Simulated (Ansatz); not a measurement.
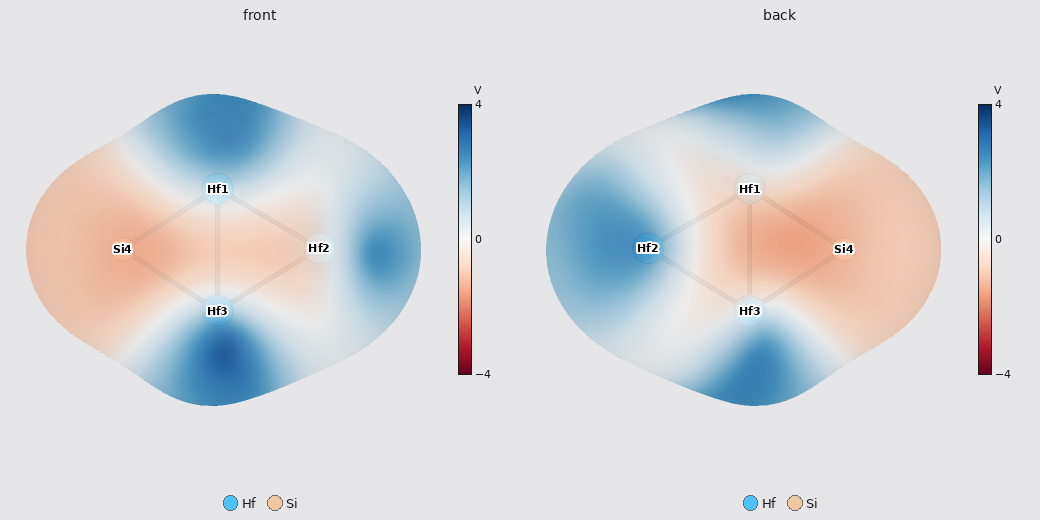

Figure 1: Hf3Si (triplet). The electrostatic potential painted on the density surface at 0.002 e/bohr³, seen from the front and from behind; the colour scale runs from red (negative) to blue (positive).

Geometry: B3LYP-D4/def2-SVP; core potentials replace the inner electrons of Hf.

Level of theory: UKS PBE0-D4/def2-TZVP (Ansatz).

Input

```
crystal:
  periodic: [false, false, false]
  atoms:
    - {symbol: Hf, position_ang: [1.243087, 0.259485, 0.540164]}
    - {symbol: Hf, position_ang: [-0.810947, 2.056215, 0.533564]}
    - {symbol: Hf, position_ang: [-1.004520, -0.250192, -0.912113]}
    - {symbol: Si, position_ang: [0.572381, -2.065498, -0.161614]}
basis:
  gaussian: {orbitals: def2-TZVP, initial_orbitals: start.molden}
magnetization: {spin_polarized: true, initial_magnetization: 2}
hamiltonian: {xc: pbe0, dispersion: d4}
scf: {omitted_lower_state_checks: [starts]}
output: {orbitals: {seedname: orbitals}}
```

Launched as:

```sh
ansatz run in.yaml --threads 4 --pin off --events-out ev --progress --plain --max-ram 3916MiB
```

> Which sites attract a positive test charge, and which a negative one?

A positive charge is drawn to the negative regions and a negative charge to the positive ones. The most negative region (about −1.6 V) lies over Si4, the most positive (about +3.2 V) over Hf3.
